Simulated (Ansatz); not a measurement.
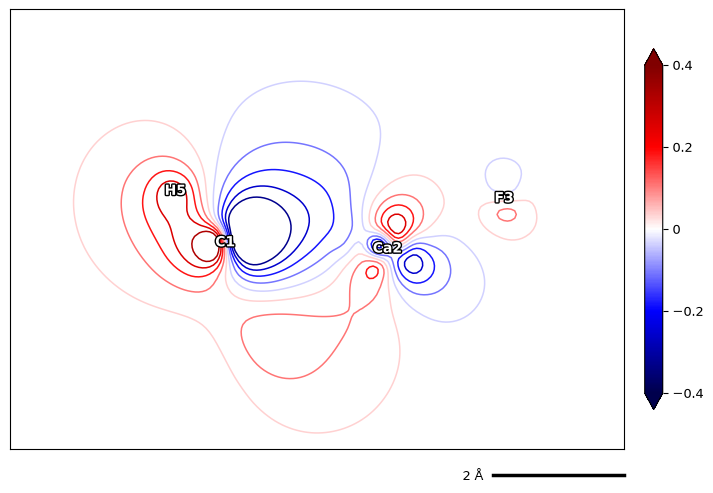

*CHCaFS (triplet). One frontier orbital on the plane of atoms Ca2, C1 and H5 (values in Å⁻³ᐟ²; the overall sign is arbitrary).*

Geometry: PBE0-D3(BJ)/def2-SVP.

All numbers below come from Ansatz 0.2.0, isolated molecule in a Gaussian basis; Kohn-Sham density functional theory, functional PBE0.

```xyz
5

C     1.3480    1.3166    1.5704
Ca    1.5353   -1.1643    1.6046
F     1.1893   -2.9538    2.3206
S     1.5059    0.9728   -0.0510
H     0.8013    2.0754    2.1406
```

Question: Which orbital is it: HOMO (β) or LUMO (β)?

Answer: The LUMO (β), at −2.79 eV. By Hirshfeld shares it lies mainly on C1 (about 40 %), S4 (about 30 %), Ca2 (about 20 %) and H5 (about 5 %).
